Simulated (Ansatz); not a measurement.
**Single-point calculation, with input and output: PdBr₂**

The run: single-point calculation of PdBr₂. Method and program: RKS PBE0-D4/def2-TZVP (Ansatz 0.2.0).

The geometry comes from this level: r2SCAN-D4/def2-TZVP.

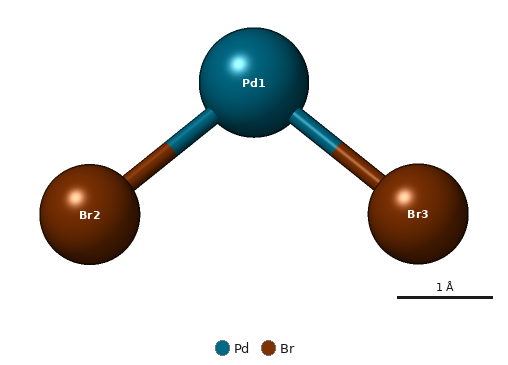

The structure (ball-and-stick view, seen at a tilt; atoms are numbered from 1 in the order of the input). Sticks mark near contacts. Bond lengths as drawn: Br–Pd 2.30 Å.

## Summary

- outcome: converged
- total energy: −143557.9409 eV
- mean-field energy: −143557.8464 eV
- dispersion energy: −0.0945 eV
- SCF solution under orbital rotations: stable
- HOMO: −7.67 eV
- LUMO: −4.87 eV
- hardware: 2 threads of Intel Xeon, 163 GiB of memory available, shared host
- wall time: 2.6 s (CPU time 4.9 s)
- peak memory: 0.39 GiB

## Input
```yaml
crystal:
  periodic: [false, false, false]
  atoms:
    - {symbol: Pd, position_ang: [-0.467619, 0.161846, 0.882798]}
    - {symbol: Br, position_ang: [-1.298203, -0.283666, -1.215738]}
    - {symbol: Br, position_ang: [1.765822, 0.121821, 0.332940]}
basis:
  gaussian: {orbitals: def2-TZVP, initial_orbitals: start.molden}
hamiltonian: {xc: pbe0, dispersion: d4}
scf: {omitted_lower_state_checks: [starts]}
output: {orbitals: {seedname: orbitals}}
```

Command:
```bash
ansatz run in.yaml --threads 2 --pin off --events-out ev --progress --plain --max-ram 4352MiB
```

## The program's output
```
Functional definition: PBE0
  name "PBE0"
  cite "Adamo & Barone, J. Chem. Phys. 110, 6158 (1999) doi:10.1063/1.478522"
  cite "Perdew, Burke & Ernzerhof, Phys. Rev. Lett. 77, 3865 (1996) doi:10.1103/PhysRevLett.77.3865"
  parent pbe
  parameter a = 0.25
  parameter kappa = 0.804
  parameter beta = 0.06672455060314922
  exchange = (1 - a)*pbe_x(kappa = kappa, mu = beta*pi^2/3) + a*exact_x
  correlation = pbe_c(beta = beta)
these checks for a lower state are left out or cut short: starts
1231 factors; their error is unknown
mean field evaluation 1: about -143556.1152 eV, gradient 1.7e2 eV
mean field evaluation 2: about -143556.9036 eV, gradient 2.5e0 eV
mean field evaluation 4: about -143557.8461 eV, gradient 5.8e-1 eV
mean field evaluation 8: about -143557.8464 eV, gradient 9.6e-6 eV
mean field -143557.84636407 eV, -5275.6535468765 hartree, gradient 9.6e-6 eV, S^2 0.000000; 0 other end points of the search recorded, 0 dependent functions left out
reference -143557.84639419 eV, -5275.6535479832 hartree; 44, 44 occupied and 92, 92 virtual orbitals, 1231 factors
Total energy: -143557.94085744 eV, -5275.6570194439 hartree
Checks for a lower state left out: starts
```

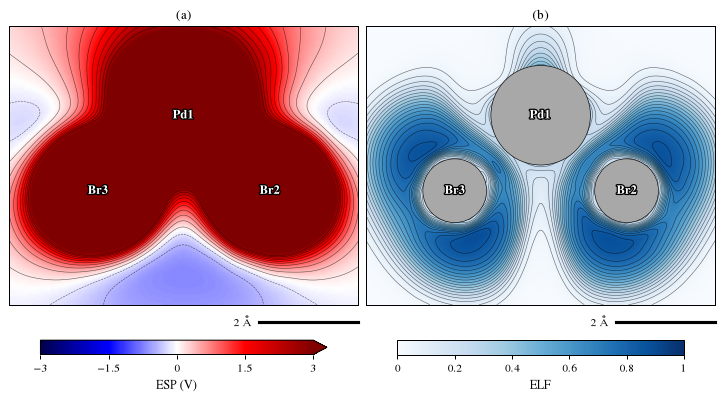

(a) molecular electrostatic potential; (b) ELF on the molecular plane. Grey discs, where drawn, cover atomic cores. The section cuts through Pd and Br sites. Pd–Br (2.30 Å): the ELF peaks at about 0.70 in the valence shell of Br, 0.9 Å from its nucleus, and is about 0.45 at the midpoint.

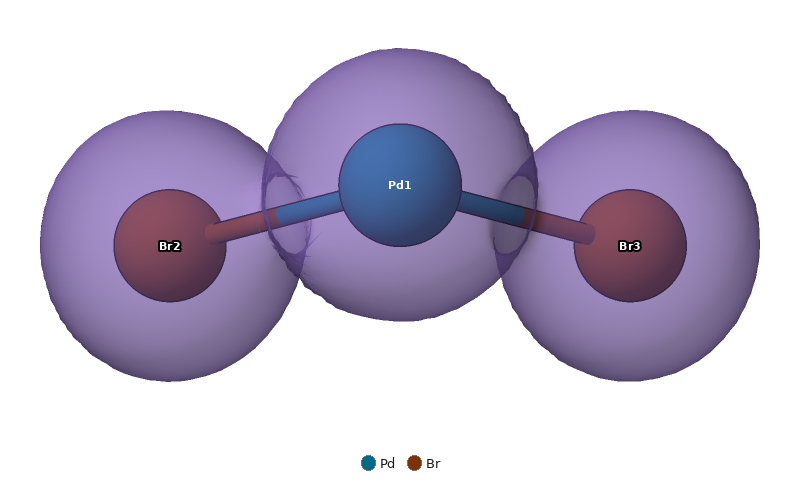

Isosurface of the total electron density at 0.6 e/Å³ (purple), seen from the side. At this value the surface is in one piece. On the grid the lowest density along these lines, outside the cores, is 0.7 e/Å³ (Pd–Br, 2.30 Å).

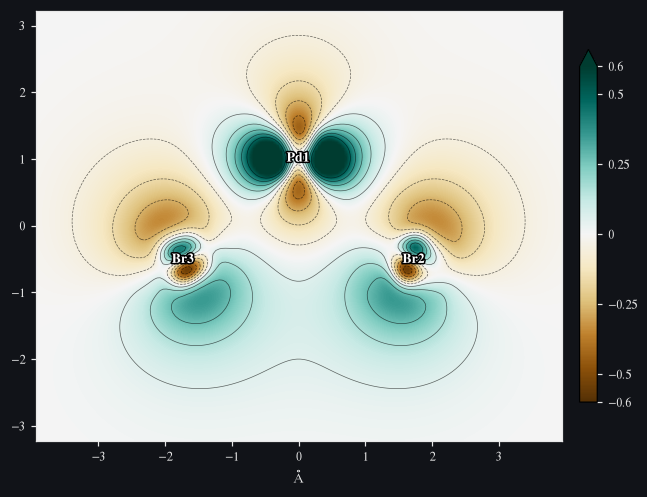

One frontier orbital on the molecular plane (values in Å⁻³ᐟ²; the overall sign is arbitrary). The HOMO−1, at −7.95 eV. Its weight (Hirshfeld) is mainly on Pd1 (40 %), Br2 (30 %) and Br3 (30 %); it is symmetric in the molecular plane (σ or in-plane lone-pair type).

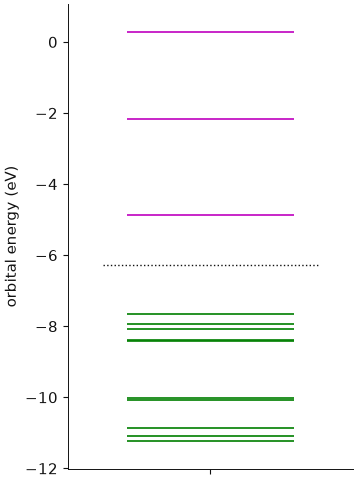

Orbital energies near the frontier; the dotted line parts filled from empty levels, and levels within 0.02 eV of each other stand side by side. Highest filled −7.67 eV, lowest empty −4.87 eV, 2.80 eV apart.
